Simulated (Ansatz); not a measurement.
**Fields on a plane of SrHfO3 (cubic perovskite)**

```
SrHfO3
1.0
    4.10580     0.00000     0.00000
    0.00000     4.10580     0.00000
    0.00000     0.00000     4.10580
Sr Hf O
1 1 3
Direct
  0.50000   0.50000   0.50000
  0.00000   0.00000   0.00000
  0.00000   0.50000   0.00000
  0.50000   0.00000   0.00000
  0.00000   0.00000   0.50000
```

The slice is a {100} plane (indices of the conventional cell) through the point (0.000, 0.500, 0.000) (fractional), spanned by u = [100] and v = [010] in vectors of this cell: u (4.11 Å) and v (4.11 Å, at 90° to u). It covers one period; positions are fractions (u, v).

Atoms on it: Hf at (0.00, 0.50); O at (0.00, 0.00); O at (0.50, 0.50).

All values below come from PBEsol (plane waves to 420 eV, PAW, scalar-relativistic; Ansatz, a quantum-chemistry and plane-wave program). k mesh 8×8×8. Near the nuclei the fields are pseudised (PAW); where an atom keeps semicore shells as valence, they peak there. Spin-orbit coupling is left out, though Hf is heavy. SrHfO3 is run without spin polarisation. SrHfO3 was relaxed with its symmetry unable to fall.

| v \ u | 0.00 | 0.11 | 0.21 | 0.32 | 0.43 | 0.54 | 0.64 | 0.75 | 0.86 | 0.96 |
|---|---|---|---|---|---|---|---|---|---|---|
| 0.93 | 0.8 | 0.4 | -0.4 | -1.0 | -1.4 | -1.4 | -1.2 | -0.6 | 0.2 | 0.7 |
| 0.86 | 0.4 | 0.0 | -0.6 | -1.1 | -1.2 | -1.2 | -1.1 | -0.8 | -0.1 | 0.3 |
| 0.79 | -0.1 | -0.3 | -0.7 | -0.9 | -0.8 | -0.8 | -0.9 | -0.9 | -0.4 | -0.1 |
| 0.71 | 0.2 | -0.1 | -0.7 | -0.7 | -0.4 | -0.3 | -0.6 | -0.7 | -0.3 | 0.2 |
| 0.64 | 0.9 | 0.6 | -0.3 | -0.3 | 0.2 | 0.3 | -0.1 | -0.5 | 0.3 | 0.9 |
| 0.57 | 1.4 | 1.0 | 0.1 | 0.0 | 0.6 | 0.7 | 0.2 | -0.2 | 0.7 | 1.4 |
| 0.50 | 1.6 | 1.2 | 0.2 | 0.1 | 0.8 | 0.9 | 0.4 | -0.1 | 0.9 | 1.5 |
| 0.43 | 1.4 | 1.0 | 0.1 | 0.0 | 0.6 | 0.7 | 0.2 | -0.2 | 0.7 | 1.4 |
| 0.36 | 0.9 | 0.6 | -0.3 | -0.3 | 0.2 | 0.3 | -0.1 | -0.5 | 0.3 | 0.9 |
| 0.29 | 0.2 | -0.1 | -0.7 | -0.7 | -0.4 | -0.3 | -0.6 | -0.7 | -0.3 | 0.2 |
| 0.21 | -0.1 | -0.3 | -0.7 | -0.9 | -0.8 | -0.8 | -0.9 | -0.9 | -0.4 | -0.1 |
| 0.14 | 0.4 | 0.0 | -0.6 | -1.1 | -1.2 | -1.2 | -1.1 | -0.8 | -0.1 | 0.3 |
| 0.07 | 0.8 | 0.4 | -0.4 | -1.0 | -1.4 | -1.4 | -1.2 | -0.6 | 0.2 | 0.7 |
| 0.00 | 0.9 | 0.6 | -0.3 | -1.0 | -1.5 | -1.5 | -1.2 | -0.6 | 0.3 | 0.9 |

Values: log₁₀ of the valence density in e/Å³. The scale is logarithmic, as a density can span decades between atoms and voids.

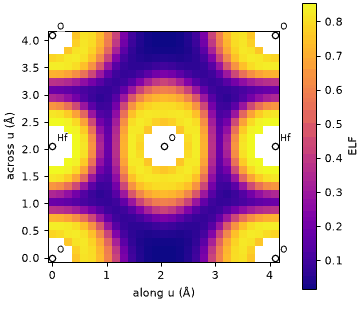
Fig. 1. Electron localisation function (ELF), one period of the plane, atoms marked. Points within 0.4 Å of a nucleus are left white, as the pseudised field means little there.

- Density on the Hf–O line (2.05 Å) at its density minimum, 1.1 Å from Hf = 0.78 e/Å³
- ELF at that point = 0.2
- Element round which the density of the highest valence band (whole band, smooth part) is largest on this plane = O
- Element round which the density of the lowest conduction band (whole band as if filled, smooth part) is largest on this plane = Hf
